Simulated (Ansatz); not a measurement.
Input

```
crystal:
  periodic: [false, false, false]
  atoms:
    - { symbol: C, position_ang: [-1.06092, 0.30605, -1.2922] }
    - { symbol: Al, position_ang: [0.129, -0.50386, 0.03852] }
    - { symbol: O, position_ang: [0.92276, -1.77391, 0.66894] }
    - { symbol: O, position_ang: [0.72117, 0.83364, 1.20879] }
    - { symbol: H, position_ang: [-0.49816, 0.66405, -2.15575] }
    - { symbol: H, position_ang: [-1.60465, 1.1511, -0.86346] }
    - { symbol: H, position_ang: [-1.7842, -0.42666, -1.6519] }
    - { symbol: H, position_ang: [1.29551, -2.62409, 0.87594] }
    - { symbol: H, position_ang: [0.54258, 1.7839, 1.2513] }
    - { symbol: H, position_ang: [1.33691, 0.58978, 1.91983] }
total_charge: 1
magnetization:
  spin_polarized: true
basis:
  gaussian: { orbitals: def2-SVP }
hamiltonian:
  xc: blyp
relax:
  f_tol: 0.02
  max_steps: 50
output:
  orbitals: {}
```

Command:

```sh
ansatz run input.yaml --threads 2 --pin off --max-ram 3072MiB --backend cpu --events-out ev --progress --plain --runs-dir out
```

The fields are those of the run's last geometry, not of the input's.

All numbers below come from UKS BLYP/def2-SVP in Ansatz.

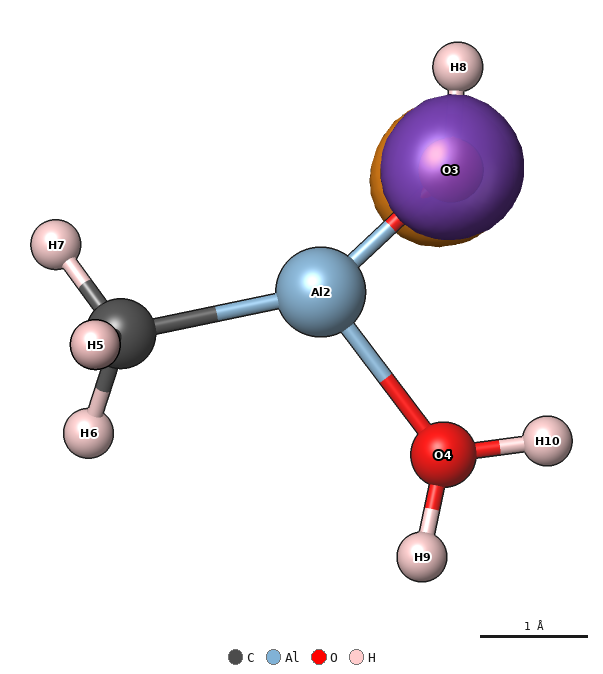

CH6AlO2 (charge +1). The HOMO−1 at ±0.3 Å⁻³ᐟ² (orange and purple are the two phases), seen across its widest extent.

Question: What is the character of this orbital?

Answer: It lies mainly on O3 (about 80 %); largely a lone pair of O3. Its energy is −12.14 eV.
